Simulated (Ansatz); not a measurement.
# HfO2, thickness series

Consider HfO₂ in the fluorite structure (space group Fm-3m, No. 225; a = 5.059 Å). Axes: x, y, z lie along the cube axes.

Free-standing slabs (3 atom(s) a layer) normal to [111] with 15 Å of vacuum; in-plane cell held at bulk.

Level of theory: Ansatz (a program for electronic structure) r2SCAN, no spin-orbit coupling, earlier PAW set.

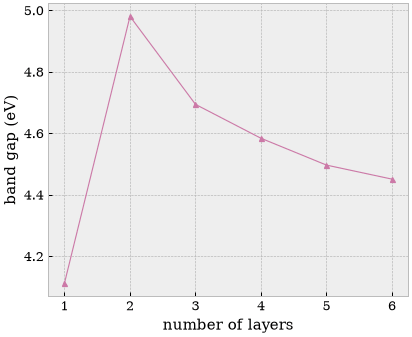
Figure: Band gap against number of layers

```csv
number of layers,band gap
1,4.11 eV
2,4.98 eV
3,4.69 eV
4,4.58 eV
5,4.50 eV
6,4.45 eV
```

Spin-orbit coupling, missing from the scalar runs, can matter with Hf. Stability against distortions was not tested. This is not the structure that HfO2 has at room temperature and ambient pressure.
